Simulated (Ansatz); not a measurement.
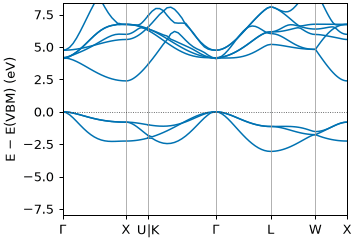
Figure: Band structure from PBE in the plane-wave PAW code Ansatz

Question: Read off the gap and where the band edges lie.

Answer: About 2.4 eV (2.38 eV by a search for the band edges); maximum at Γ, minimum at X.

Question: Which of these materials gives this?
A) PbS, rock salt
B) PbS, zinc blende
C) CaS, rock salt
D) BeTe, zinc blende

Answer: C, CaS, rock salt

Space group Fm-3m (rock salt). Symmetry was held in the PBE relaxation.

Potentials: the later of the program's two PAW sets.
